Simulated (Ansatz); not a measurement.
# AlH5Si: ladder of basis sets, by script

How does the energy of AlH5Si converge with the basis? The task is a ladder of basis sets, for AlH5Si. SMILES: [AlH2][SiH3].

All numbers are computed with Ansatz 0.2.0 through its Python package. The levels of theory stand in the script.

## Step 1: The structure

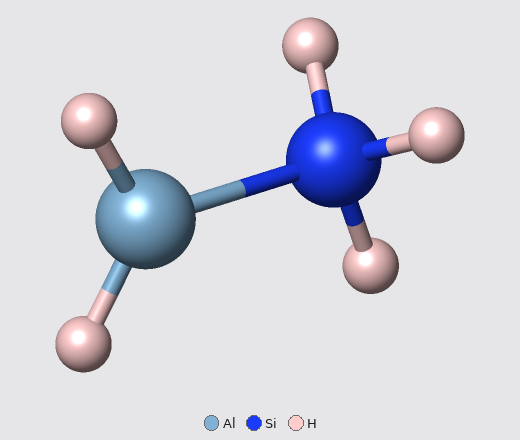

The starting structure, viewed from a chosen angle; aluminium light blue, silicon blue, hydrogen pink.

The script holds or builds the structure itself.

## Step 2: Script

run_basis.py reads:

```python
"""Basis-set convergence for AlH5Si."""

import ansatz

GEOMETRY = """
Al   -0.29450   -1.33630    0.08980
Si    0.24810    0.98560   -0.06730
H     0.69110   -2.36150    0.57800
H    -1.73750   -1.75000   -0.34190
H     0.11570    1.43600   -1.47570
H    -0.63420    1.79700    0.79780
H     1.67250    1.16110    0.37370
"""

alh5si = ansatz.Crystal.molecule()
for line in GEOMETRY.strip().splitlines():
    symbol, *xyz = line.split()
    alh5si = alh5si.atom(symbol, [float(v) for v in xyz])

job = alh5si.calculation().correlation("CCSD(T)")

energies = {}
for basis in ["cc-pVDZ", "cc-pVTZ"]:
    report = job.basis(gaussian=basis).run(threads=1, pin="off").report
    size = report["n_frozen"] + report["n_occupied"][0] + report["n_virtual"][0]
    energies[basis] = (report["reference_energy_ev"] / 27.211386246, report["free_energy_ev"] / 27.211386246)
    print(f"{basis:14s} {size:4d} orbitals  reference {energies[basis][0]:14.6f} Ha  total {energies[basis][1]:14.6f} Ha")

# two-point extrapolation: the basis-set error of the correlation energy falls as X^-3
small, large = (energies[b][1] - energies[b][0] for b in ("cc-pVDZ", "cc-pVTZ"))
limit = (3 ** 3 * large - 2 ** 3 * small) / (3 ** 3 - 2 ** 3)
print(f"correlation energy: {small:.6f} and {large:.6f} Ha, extrapolated {limit:.6f} Ha")
print(f"share caught by the larger set: {100 * large / limit:.1f} %")
```

## Step 3: The run

The run is started by

```sh
python run_basis.py
```

The log of the run:

```text
cc-pVDZ          61 orbitals  reference    -533.725351 Ha  total    -533.950425 Ha
cc-pVTZ         138 orbitals  reference    -533.751996 Ha  total    -534.019052 Ha
correlation energy: -0.225074 and -0.267056 Ha, extrapolated -0.284733 Ha
share caught by the larger set: 93.8 %
```

It took 11 s on 1 thread of Arm Neoverse V1, shared host; peak memory 0.71 GiB.

## Step 4: The runs side by side

One row for each of the 2 runs:

```
run    basis  energy (eV)  iterations in all  CPU time (s)
  1  cc-pVDZ  -14529.5312                 15          0.87
  2  cc-pVTZ  -14531.3987                 15           9.4
```

Correlation energies (total less mean field):

```
  basis  correlation (eV)  share of the last  miss against the last (eV)  CPU time (s)
cc-pVDZ            -6.125             84.3 %                      +1.142          0.87
cc-pVTZ            -7.267            100.0 %                      +0.000           9.4
```

## Step 5: What came out

```
                       quantity         value
extrapolated correlation energy  -0.284733 Ha
                  runs compared             2
   correlation energy, last run     -7.267 eV
```

Against cc-pVDZ: cc-pVTZ -68.6 mHa. The last step alone is -68.63 mHa. From the first set to the last the time grows from 0.9 to 9.4 s. Caveats:
- The drop along the ladder measures the basis error, and is no property of the molecule.
- The geometry is a force-field or estimated start, not a minimum of this method, and the last set is no limit. Much of the fall in a total is atomic energy, which cancels in bond and reaction energies.
- Inner cores stay frozen, so this is valence correlation.
- For Al to Cl the sets with a tight d function, cc-pV(X+d)Z, are usual.
- An extrapolation from small basis sets is rough.
